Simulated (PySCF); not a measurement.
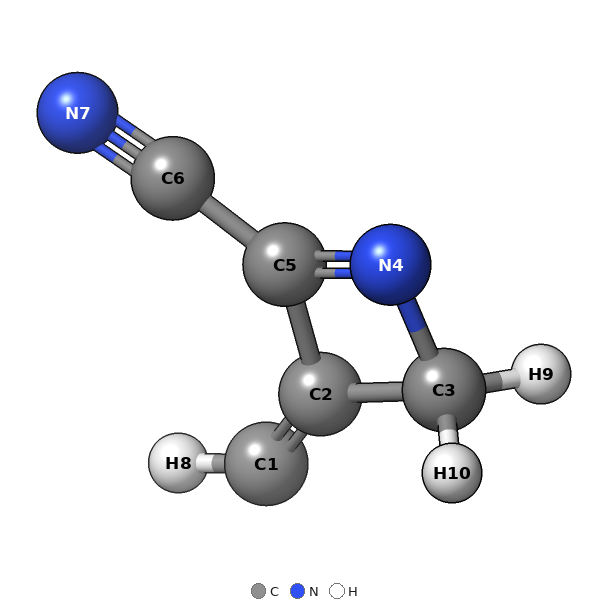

The species is neutral and a spin doublet. The computed structure is the end point of a GFN2-xTB optimisation. No frequency run is at hand to confirm it as a minimum. Computed with UKS B3LYP, pcH-1 on C H N, non-relativistic (PySCF 2.14.0). Fermi-contact and spin-dipolar terms alone, no spin-orbit part.

**Which nucleus has the largest dipolar (anisotropic) hyperfine coupling?**

13C at C1: principal values −81.2, −57.8, 139.0 MHz.

List the isotropic and dipolar parts for the most strongly coupled nuclei, one of each equivalent set.

| atom | isotope | a_iso (MHz) | dipolar part (MHz) |
| --- | --- | --- | --- |
| C1 | 13C | 276.7 | −81.2, −57.8, 139.0 |
| H8 | 1H | 16.7 | −32.1, −7.3, 39.4 |
| C5 | 13C | 137.8 | −13.7, −5.7, 19.4 |
| C2 | 13C | −16.8 | −17.3, −1.1, 18.4 |
| C3 | 13C | 79.7 | −5.8, −4.8, 10.6 |
| H9 | 1H | −5.0 | −3.5, −1.5, 5.1 |
| N4 | 14N | −1.9 | −4.6, 1.5, 3.2 |
| C6 | 13C | 4.8 | −1.7, −1.2, 2.9 |
